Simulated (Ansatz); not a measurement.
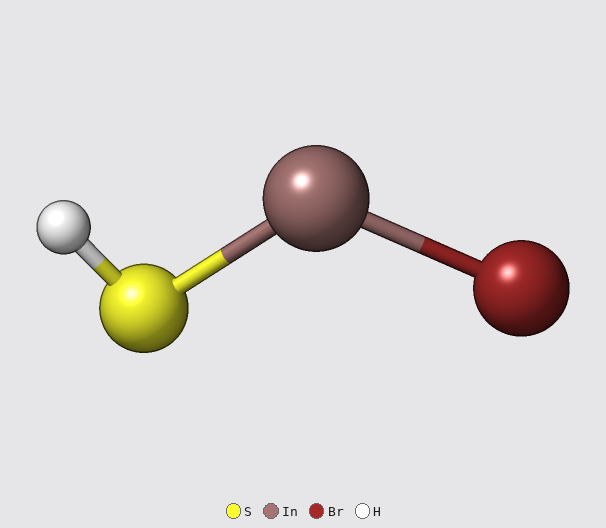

Ball-and-stick drawing of a structure. Every bond is drawn as one stick, whatever its order.

The species is neutral and a spin doublet.

Give the formula.

BrHInS, 4 atoms: 1 bromine, 1 hydrogen, 1 indium and 1 sulfur.

How many atoms are distinct by symmetry?

4: 1 S, 1 In, 1 Br, 1 H.

The parts below concern this one geometry. Atoms keep their numbers from picture to picture. The geometry was computed by an optimisation with PBE0-D4/def2-TZVP.

Shape

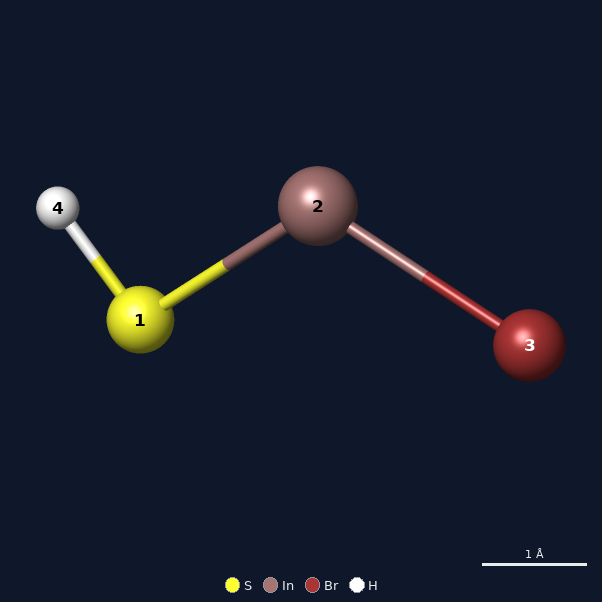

Atoms carry their numbers in the input.

What is the geometry at In2?

In2 has 2 neighbours (S1 at 2.43, Br3 at 2.51 Å); the arrangement is bent.

What is the geometry at S1?

S1 has 2 neighbours (In2 at 2.43, H4 at 1.34 Å); the arrangement is bent.

Dipole moment

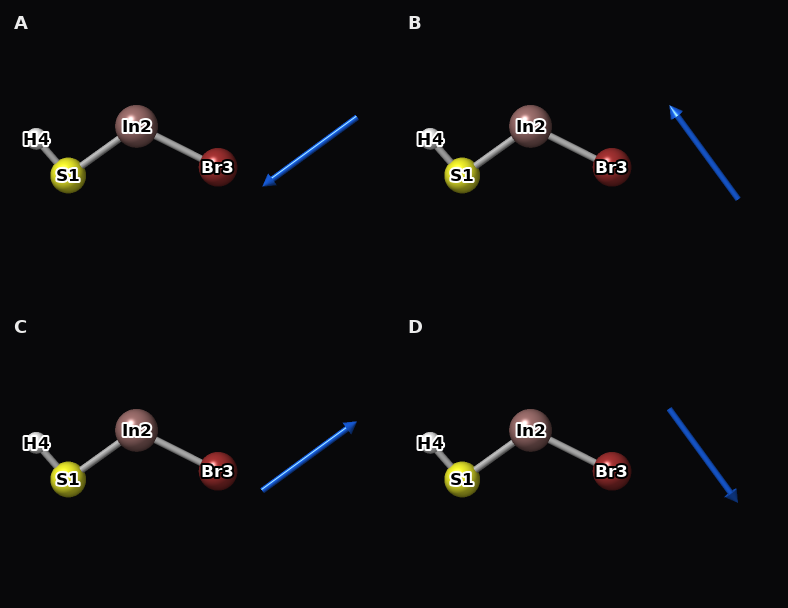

The same molecule four times, each with an arrow. Level of theory: UKS PBE0-D4/def2-TZVP, core potentials on In (Ansatz 0.2.0).

Which arrow points along the dipole moment, from the negative to the positive end?

B. The dipole moment is 3.07 D; it points from the side of Br3 to the side of H4 (the outermost atoms at the two ends).

Vibrations

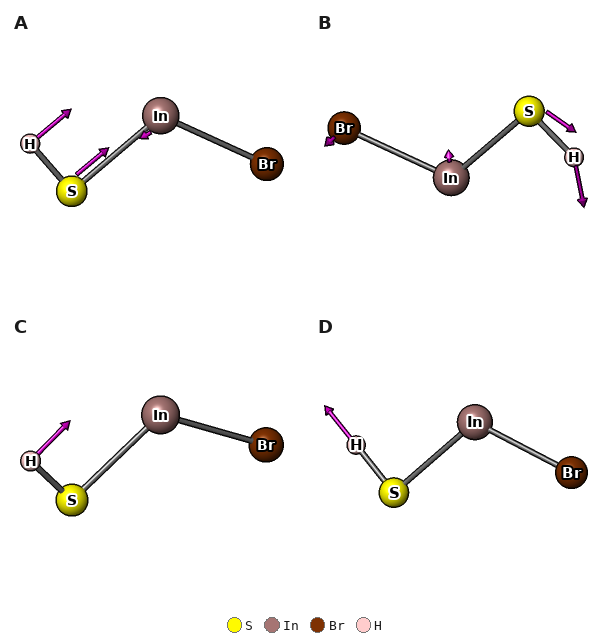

4 normal modes of one molecule or complex, as arrows. Harmonic vibrations computed with UKS PBE0-D4/def2-TZVP, core potentials on In (Ansatz 0.2.0) at a stationary point of the same level.

Match the panels to the wavenumbers 67 cm⁻¹, 312 cm⁻¹, 640 cm⁻¹, 2712 cm⁻¹.

A: 312 cm⁻¹, In–S stretching
B: 67 cm⁻¹, Br–In–S bending
C: 640 cm⁻¹, H–S–In bending
D: 2712 cm⁻¹, S–H stretching

Electronic properties

Method: UKS PBE0-D4/def2-TZVPP, core potentials on In (Ansatz 0.2.0).

Predict the main results.

- HOMO energy (Kohn–Sham orbital): −6.55 eV
- ⟨S²⟩ of the determinant: 0.755
